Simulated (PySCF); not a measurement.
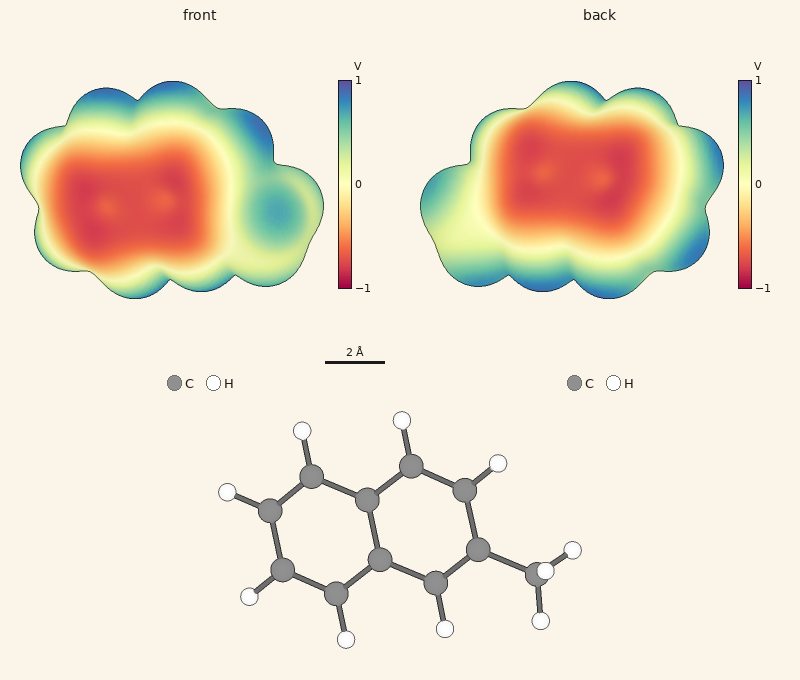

C11H10. The molecular electrostatic potential painted on the density surface at 0.002 e/bohr³, seen from the front and from behind; red is negative and blue positive. The bare structure is drawn below in the same view.

Geometry: PBE0-D3(BJ)/def2-SVP.

Method: PBE0/pcSseg-1, SCF density, gas phase, non-relativistic in PySCF.

Input

```
{"job": {"kind": "nmr", "xc": "PBE0", "basis": "pcSseg-1"}, "charge": 0, "multiplicity": 1}
C     -3.261684    -0.530808    -0.702714
C     -1.872338    -0.098652    -0.339023
C     -1.641862     1.226366     0.123793
C     -0.383595     1.653416     0.468162
C      0.734156     0.784062     0.372939
C      2.047356     1.190254     0.720074
C      3.105165     0.316871     0.614093
C      2.893765    -1.003488     0.154833
C      1.630411    -1.425477    -0.189682
C      0.519137    -0.549381    -0.090992
C     -0.796079    -0.954263    -0.437500
H     -3.282174    -1.569601    -1.060341
H     -3.682698     0.109870    -1.494186
H     -3.939565    -0.456948     0.163215
H     -2.489048     1.913356     0.204766
H     -0.226074     2.675824     0.822023
H      2.205612     2.212366     1.074517
H      4.112834     0.641149     0.884472
H      3.740319    -1.689528     0.073903
H      1.465446    -2.446142    -0.545032
H     -0.947976    -1.978251    -0.791526
```

Run with:

```sh
OMP_NUM_THREADS=2 python probes_run.py task.json out
```

Q: Where is the surface potential most negative and most positive?

A: The most negative region (about −0.8 V, or −18 kcal/mol for a unit charge) lies over the π face of the C atoms, the most positive (about +0.9 V, or +21 kcal/mol for a unit charge) over the H atoms.
